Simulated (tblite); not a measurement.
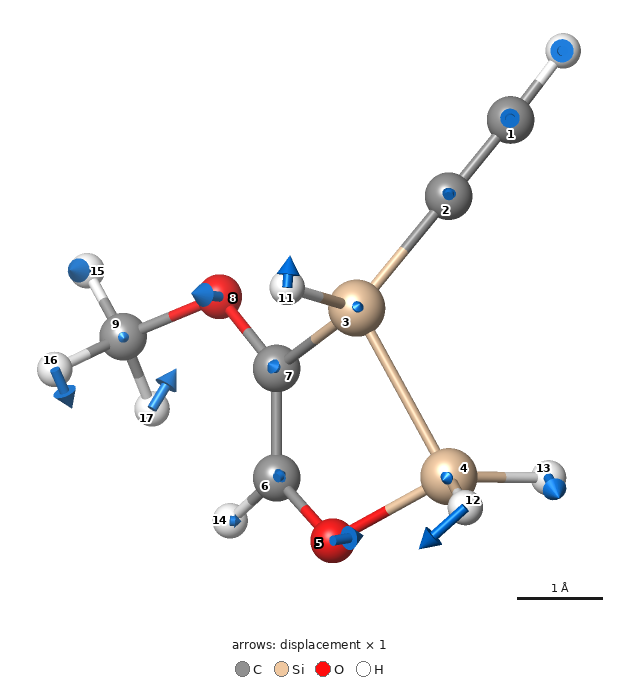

This is a relaxation of C5H8O2Si2. The starting structure is drawn; blue arrows show the displacements, at their true length. The two geometries are superimposed by the best rigid fit.

The picture is a ball-and-stick view, seen from a free direction.

These are results of tblite, GFN2-xTB geometry optimisation, gas phase, not measurements. 

> Which element moves most?

Hydrogen: up to 0.75 Å, against 0.54 Å for oxygen.

> Describe the change and its energy.

The energy falls by 88.7 kJ/mol in 95 geometry steps. The largest move after the best rigid fit is that of an H atom, 0.75 Å. Largest moves by element: H 0.75 Å, O 0.54 Å, C 0.27 Å, Si 0.13 Å. Among the contacts that change: O–Si 1.736 → 1.649 Å, C–Si 1.783 → 1.851 Å, C–Si 1.849 → 1.901 Å, C–O 1.414 → 1.367 Å. Among the angles between lasting bonds that change: Si–Si–H 111.1° → 122.2°, O–Si–H 114.0° → 104.8°, Si–Si–H 111.0° → 120.1°. Groups turn about O–Si by about 35°, C–O by about 30°, C–O by about 30°. The run took 1.5 s on 1 thread of Arm Neoverse N1, with other jobs on the host.
